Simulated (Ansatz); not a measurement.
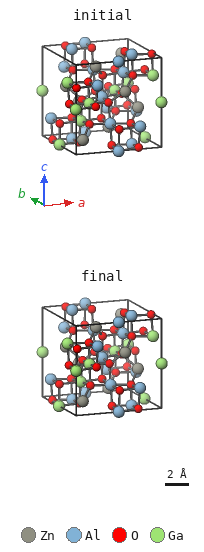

The structure of solid Zn$_{8}$Al$_{10}$O$_{32}$Ga$_{6}$ (a generated structure, set up in P1) before (top) and after (bottom) a relaxation, at one scale.

A ball-and-stick model of the cell of the calculation, seen slightly off an axis.

Theory: Ansatz, DFT, PBEsol, PAW, plane waves. Set-up: plane-wave cutoff 420 eV; k-point mesh 1 × 1 × 1; mesh shifted by (0.25, 0.25, 0.25); no spin polarisation; cell relaxed at fixed shape; force threshold 0.03 eV/Å; at most 80 steps.

Q: What changed between the two?

A: The atom that moves furthest is an O atom (0.13 Å along [−3 2 −2]). Largest moves by element: O 0.13 Å, Ga 0.07 Å, Zn 0.05 Å, Al 0.05 Å. The lattice vectors keep their values. Near-neighbour distances that change, for instance: Ga–O 1.884 → 1.998 Å, Al–O 1.997 → 1.918 Å, Ga–O 1.916 → 1.995 Å, Ga–O 1.903 → 1.978 Å. Bond angles that change, for instance: Zn–O–Ga 122.9° → 117.0°, Zn–O–Al 119.6° → 125.2°, O–Zn–O 111.3° → 105.7°. The space group stays P1 (No. 1). The energy falls by 25.3 meV per atom in 4 geometry steps. Largest force component: 1.6 eV/Å at the start, 0.015 eV/Å at the end. The pressure goes from 1.14 to −0.03 GPa. The run took 25 s on 7 threads of Arm Neoverse-V2, peak memory 1.3 GiB.
